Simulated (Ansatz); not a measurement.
## TaN (rock salt): frozen-phonon scan

Starting cell, TaN (rock salt):

```yaml
crystal:
  lattice:
    - [0.00000, 4.39591, 4.39591]
    - [2.19795, 0.00000, 2.19795]
    - [2.19795, 2.19795, 0.00000]
  atoms:
    - { symbol: N, position: [0.00000, 0.00000, 0.00000] }
    - { symbol: N, position: [0.50000, 0.00000, 0.00000] }
    - { symbol: Ta, position: [0.25000, 0.50000, 0.50000] }
    - { symbol: Ta, position: [0.75000, 0.50000, 0.50000] }
```

A phonon eigenvector at L = (0.5, 0.0, 0.0) is frozen into this cell: atom i moves by Q times the vector below, so Q is the largest atomic displacement, in Å. The cell is held. (q is in reciprocal vectors of the primitive cell; the cell shown is doubled to hold the pattern.)

| atom | x | y | z |
|---|---|---|---|
| N1 | 0.577 | -0.577 | -0.577 |
| N2 | -0.577 | 0.577 | 0.577 |

Atoms not listed stay in place.

The numbers are results of r2SCAN (plane waves to 500 eV, PAW, scalar-relativistic; Ansatz, an electronic-structure program), not measurements. k mesh 9×18×18 (Γ-centred), Fermi-Dirac smearing 0.05 eV. Energies are smeared free energies. With partly filled bands, energies and forces of such displacements shift with the k mesh and the smearing. Spin-orbit coupling is left out, though Ta is heavy. TaN is run without spin polarisation. TaN was relaxed with its symmetry unable to fall. The PAW data are Ansatz's earlier set. This is a high-temperature form of TaN. ΔE is measured from the undisplaced structure.

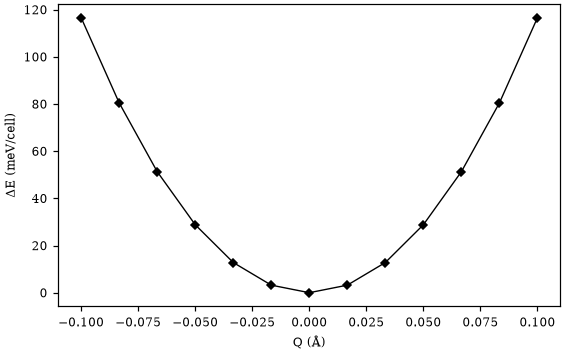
Fig. 1. ΔE (meV/cell) against Q (Å); computed points joined by lines.

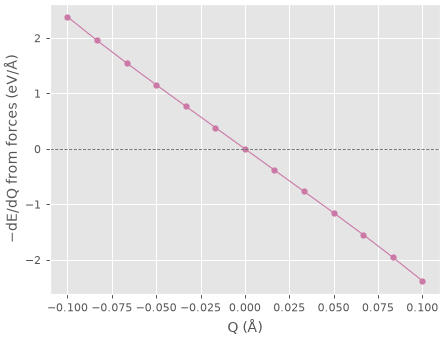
Figure: −dE/dQ from forces (eV/Å) against Q (Å); one marker a computed point.

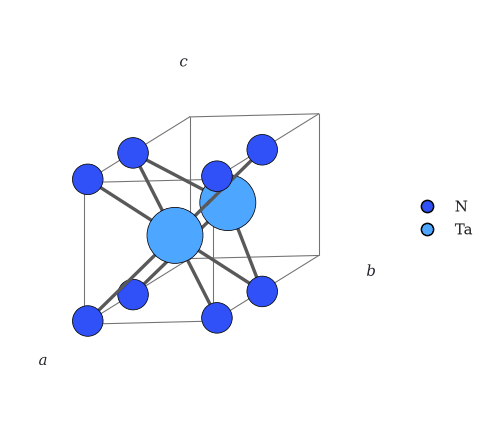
Figure: The cell of the calculation at Q = 0.100 Å.

The energy at Q = 0.100 Å comes out as 117 meV/cell. Symmetry of the curve: even: the same for both signs. Shape of the curve: a single well with its minimum at or next to zero displacement. Space group of the distorted cell: R-3m (No. 166), lowered from Fm-3m. Harmonic wavenumber from the curvature (finite differences): 473 cm⁻¹.

E″ = 23.05 eV/Å², M = Σ mᵢ|uᵢ|² = 28.0 u, ν̃ = 521.5·√(|E″|/M).

(For displaced atoms, the force is minus the slope of the energy, and its curvature is a force constant, which sets phonon frequencies.)
